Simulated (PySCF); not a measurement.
CH3NTe, SMILES `C#N.[TeH2]`.

Computed with PySCF, B3LYP/def2-SVPD, geometry: GFN2-xTB. Core potentials replace the inner electrons of Te; spin–orbit coupling isn't included. GFN2-xTB bond lengths at metals and heavier atoms can be off by up to 0.1 Å and shapes distorted, which carries into these values.

The calculation's input:

```python
import numpy as np
from pyscf import gto, scf, dft
from pyscf.scf import atom_ks, atom_hf
from scipy.linalg import block_diag
from pyscf.dispersion import dftd3

def solve(mol, dm0=None, hcore=None):
    mf = (dft.UKS if mol.spin else dft.RKS)(mol, xc='b3lyp')
    mf.grids.level = 3
    mf = mf.density_fit(auxbasis='def2-universal-jkfit')
    mf.conv_tol, mf.max_cycle = 1e-8, 80
    if hcore is not None:
        mf.get_hcore = lambda *args: hcore
    mf.kernel(dm0)
    if not mf.converged:
        mf = mf.newton().run(mf.mo_coeff, mf.mo_occ, max_cycle=30)
    assert mf.converged, 'SCF not converged'
    return mf

mol = gto.M(atom='''
C     -2.70399     0.51710     0.01748
N     -3.15505    -0.52858    -0.00636
H     -2.31211     1.50074     0.03895
Te     0.73816    -0.05785     0.00541
H      0.91526     0.92615    -1.29981
H      1.32200     1.17888     0.91938
''', basis='def2-svpd', ecp={'Te': 'def2-svpd'}, charge=0, spin=0, verbose=4)
mol_a = gto.M(atom='''
C     -2.70399     0.51710     0.01748
N     -3.15505    -0.52858    -0.00636
H     -2.31211     1.50074     0.03895
ghost-Te     0.73816    -0.05785     0.00541
ghost-H      0.91526     0.92615    -1.29981
ghost-H      1.32200     1.17888     0.91938
''', basis='def2-svpd', charge=0, spin=0, verbose=4)
mol_b = gto.M(atom='''
ghost-C     -2.70399     0.51710     0.01748
ghost-N     -3.15505    -0.52858    -0.00636
ghost-H     -2.31211     1.50074     0.03895
Te     0.73816    -0.05785     0.00541
H      0.91526     0.92615    -1.29981
H      1.32200     1.17888     0.91938
''', basis='def2-svpd', ecp={'Te': 'def2-svpd'}, charge=0, spin=0, verbose=4)
ab, a, b = solve(mol), solve(mol_a), solve(mol_b)
e_int = ab.e_tot - a.e_tot - b.e_tot
print('counterpoise-corrected interaction energy / kcal/mol', e_int * 627.5095)
def disp(atoms, charge):
    m = gto.M(atom=atoms, charge=charge, basis='sto-3g', spin=None, unit='Bohr', verbose=0)
    return dftd3.DFTD3Dispersion(m, xc='b3lyp', version='d3bj').get_dispersion()['energy']
e_disp = disp(mol._atom, mol.charge) - disp(mol._atom[:3], mol_a.charge) - disp(mol._atom[3:], mol_b.charge)
print('D3(BJ) part / kcal/mol', e_disp * 627.5095)
# spherically averaged free atoms, for the promolecule
atom_ks.AtomSphAverageRKS.init_guess_by_vsap = lambda self, mol=None: self.init_guess_by_minao(mol)  # core potentials
atm = atom_ks.get_atm_nrks(mol, xc='b3lyp')
pro = block_diag(*[(atm[a[0]][2] * atm[a[0]][3]) @ atm[a[0]][2].T for a in mol._atom])
np.savez('result.npz', e_int=e_int, e_disp=e_disp, dm_a=a.make_rdm1(), dm_b=b.make_rdm1(), c=ab.mo_coeff, occ=ab.mo_occ, eps=ab.mo_energy, pro=pro, d=[f.dip_moment(verbose=0) for f in (ab, a, b)])
```

Command:

```sh
OMP_NUM_THREADS=1 python input.py
```

The run took 49 s on 1 thread of Intel(R) Xeon(R) Processor @ 2.50GHz (Skylake/Cascade Lake), on a shared host, peak memory 0.46 GiB.

Partitions, critical points and surface values were worked out afterwards from this run's density.

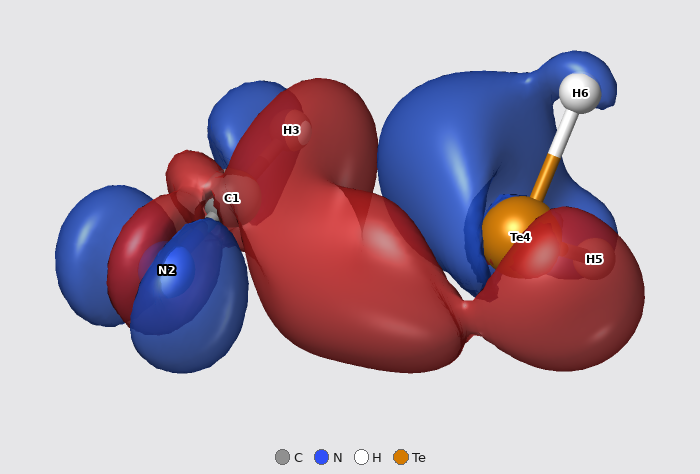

Density of the complex less the densities of the two fragments at the same geometry, ±0.0015 e/Å³ (blue: gain, red: loss). Fragment A: HCN (atoms 1–3); fragment B: TeH2.

How is the density rearranged on binding?

Hirshfeld charges show almost no net transfer (under 0.005 e). By Hirshfeld charges, electrons gather most on N2 (−0.012 e) and leave Te4 most (+0.010 e); 0.06 e is displaced in all, which induces a dipole of 0.32 D.

What is the interaction energy, and which contacts carry it?

The counterpoise-corrected interaction energy of the frozen fragments is +1.6 kcal/mol without dispersion correction and −0.3 kcal/mol with D3(BJ). The pair geometry is semi-empirical, not a minimum at this level. Contacts: C1···Te4, 3.49 Å, ρ = 0.009 a.u. The pose is a local one from a semi-empirical search, not shown to be the most stable.
